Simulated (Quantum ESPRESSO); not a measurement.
# Gap and tunnelling decay at a withheld lattice constant: KZnF3, cubic perovskite type

Method. Quantum ESPRESSO 7.5 (pw.x, pwcond.x with ikind = 0), PBE, GBRV ultrasoft, cubic crystals. κ is the slowest decay along [001] at mid-gap among three points across the current.

```tsv
a (Å)	gap on the mesh (eV)	κ (1/Å)
3.930	4.104	0.445
4.055	3.843	0.423
4.180	3.604	0.403
4.431	3.125	0.358
```

One more run was made and is withheld. What are gap and κ at a = 4.306 Å?

**Worked estimate.** A line through the rows at 4.180 and 4.431 Å gives a gap of 3.604 + 0.502 × (3.125 − 3.604) = 3.36 eV and κ = 0.380 1/Å. The two-band model κ = 0.5123 √(m* E_g/4) needs m* = 0.687 at 4.180 Å; with that mass and the new gap, κ = 0.389 1/Å.

What the calculation gave: The gap is 3.367 eV and κ = 0.381 1/Å. The line misses the gap by −0.003 eV and κ by −0.2 %; the two-band estimate misses κ by +2.2 %.

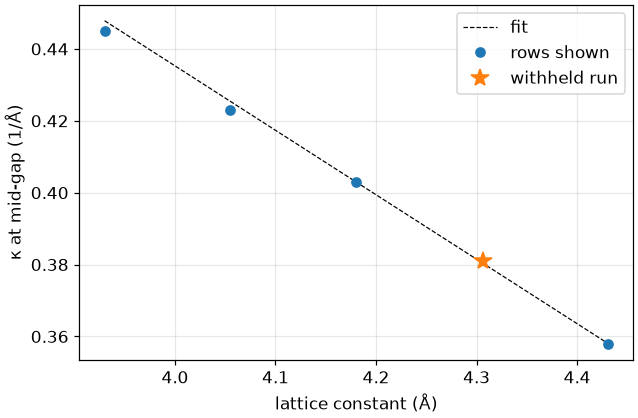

The rows shown, the fit and the withheld run.

**Limits.** The structure type is imposed. Local and semilocal gaps and decay constants are too small; no spin-orbit coupling. For an indirect gap m* is a fitting number alone.

[Logs are printed without paths, hosts, clocks, repeated set-up lines and the standing remarks that a program may print on its own settings, such as how far it seeks lower states.]
